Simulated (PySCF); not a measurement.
SMILES [F][Ge][Cl] (ClFGe), PBE0/def2-SVP optimised geometry. Atoms within 1.6 Å of the plane z = 0.0 Å (x, y, z in Å): Ge1 (-0.96, -0.86, 0.00), F2 (-1.23, 0.86, 0.00), Cl3 (1.23, -0.86, 0.00).

Calculation: PBE0/def2-TZVP (PySCF). Cells within 0.4 Å of a nucleus heavier than hydrogen are left out (blank, or x).

Map of the log10 of the electron density (e/bohr³), floored at −4 on the plane z = 0.0 Å:

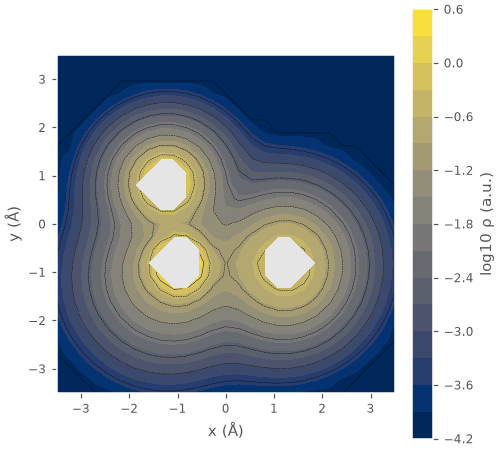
Log10 of the electron density (e/bohr³), floored at −4 on the plane z = 0.0 Å.
